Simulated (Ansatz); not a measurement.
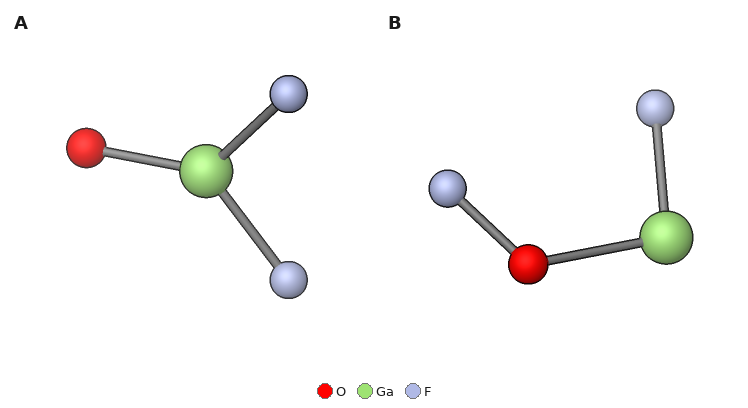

2 stationary structures of one formula. State: charge −1, singlet. Geometries: PBE0-D4/def2-TZVPD. Electronic energies: PBE-D4/def2-TZVPPD (Ansatz 0.2.0), without zero-point energy. No frequency run is at hand to confirm each as a minimum.

> Which is lowest in energy, and by how much?

A is lowest (C2v); B lies 341.6 kJ/mol above it (Cs).

Give E(B) − E(A) in kJ/mol at these levels too: PBE0-D4/def2-TZVPPD; RHF-CCSD(T) (frozen core)/def2-TZVPPD; r2SCAN-D4/def2-TZVPPD; ωB97M-V/def2-TZVPPD; PBE0-D4/def2-TZVPD; B3LYP-D4/def2-TZVPPD; PBE-D4/def2-TZVPPD.

```csv
level,E(B) − E(A) (kJ/mol)
PBE0-D4/def2-TZVPPD,+362.9
RHF-CCSD(T) (frozen core)/def2-TZVPPD,+395.1
r2SCAN-D4/def2-TZVPPD,+369.5
ωB97M-V/def2-TZVPPD,+361.6
PBE0-D4/def2-TZVPD,+362.9
B3LYP-D4/def2-TZVPPD,+351.3
PBE-D4/def2-TZVPPD,+341.6
```
